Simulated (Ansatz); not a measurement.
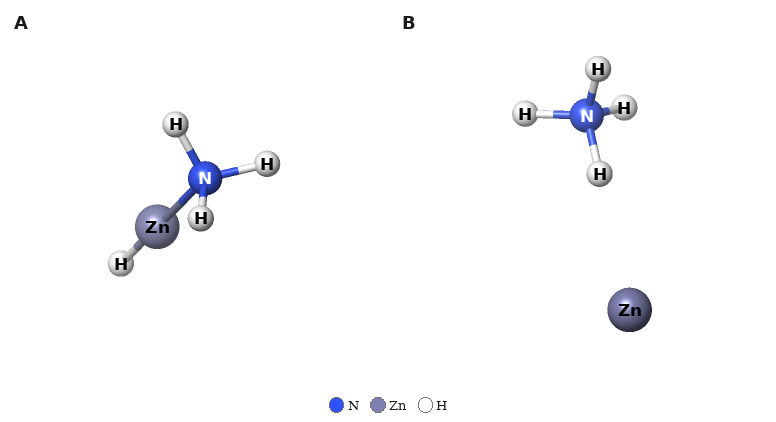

2 stationary structures of one formula. Charge +1, singlet. Geometries: PBE0-D4/def2-TZVP. Electronic energies: RHF-CCSD(T) (frozen core) with 3s3p of Cu, Zn/def2-TZVPP (Ansatz 0.2.0), without zero-point energy. No frequency run is at hand to confirm each as a minimum.

Question: Which structure is the most stable?

Answer: A is lowest (C3v); B lies 8.4 kcal/mol above it.
